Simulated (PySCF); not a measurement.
# C6H10F2OSi: what the fields show

Input

```
{"job": {"kind": "nmr", "xc": "PBE0", "basis": "pcSseg-1"}, "charge": 0, "multiplicity": 1}
C      2.890716    -0.236866    -1.029165
O      2.166982    -0.894045    -0.017289
C      0.914484    -0.442519     0.258884
C      0.266128     0.564199    -0.319736
C     -1.122089     0.883737     0.160748
C     -2.110534     0.783512    -0.979300
F     -1.925087     1.770439    -1.896673
F     -3.388585     0.937476    -0.536014
Si    -1.470466    -0.391479     1.550188
C      0.241258    -1.208467     1.365841
H      3.854746    -0.739353    -1.084684
H      2.382040    -0.312952    -1.995461
H      3.042274     0.819346    -0.785641
H      0.672087     1.165802    -1.116756
H     -1.168400     1.918182     0.516832
H     -2.060823    -0.174869    -1.517618
H     -1.674225     0.274192     2.836721
H     -2.572636    -1.294462     1.218971
H      0.204478    -2.265336     1.101123
H      0.852504    -1.145855     2.265991
```

Command:

```sh
OMP_NUM_THREADS=1 python probes_run.py task.json out
```

Geometry: GFN2-xTB.

Level of theory: PBE0/pcSseg-1, SCF density, gas phase, non-relativistic (PySCF).

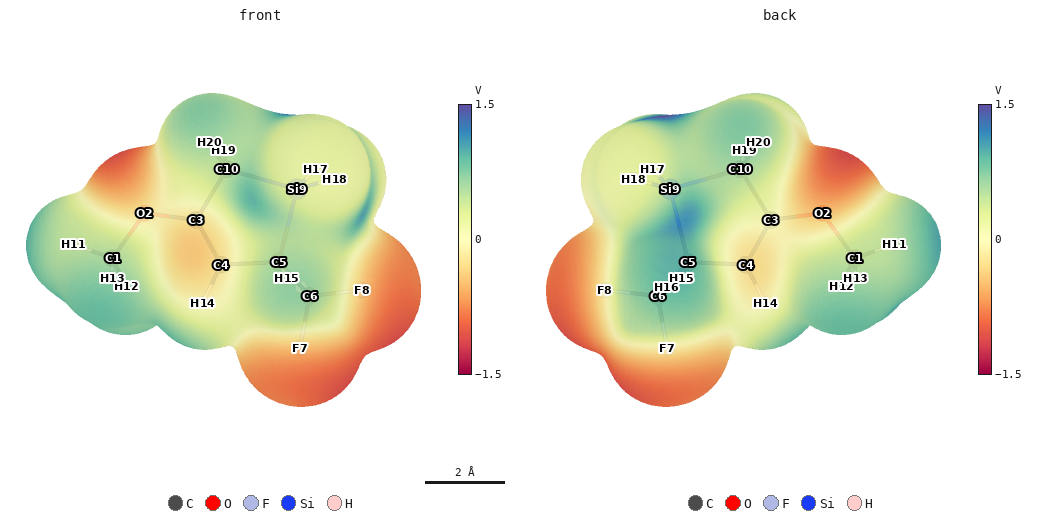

Figure 1. The electrostatic potential painted on the density surface at 0.002 e/bohr³, seen from the front and from behind; red is negative and blue positive.

Q: Which sites attract a positive test charge, and which a negative one?

A: A positive charge is drawn to the negative regions and a negative charge to the positive ones. The most negative region (about −1.1 V) lies over O2, F7 and F8, the most positive (about +1.2 V) over Si9.

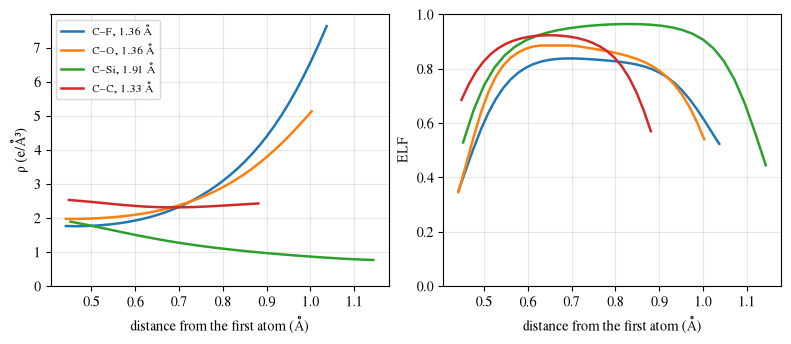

Figure 2. Total electron density and ELF along straight lines between neighbouring atoms. The curves leave out the atomic cores.

Q: What kind of bonding do the profiles show?

A: C–F (1.36 Å): ρ at the midpoint is about 2.2 e/Å³, with its minimum of 1.8 e/Å³ about 0.5 Å from C; the ELF peaks at about 0.85 between the atoms: a polar covalent bond.
C–O (1.36 Å): ρ at the midpoint is about 2.3 e/Å³, with its minimum of 2 e/Å³ about 0.5 Å from C; the ELF peaks at about 0.90 between the atoms; a polar covalent bond.
C–Si (1.91 Å): ρ is about 0.91 e/Å³ halfway; the ELF peaks at about 0.95 between the atoms; a covalent bond.
C–C (1.33 Å): ρ is about 2.3 e/Å³ halfway; the ELF peaks at about 0.90 between the atoms: a short, multiple covalent bond.
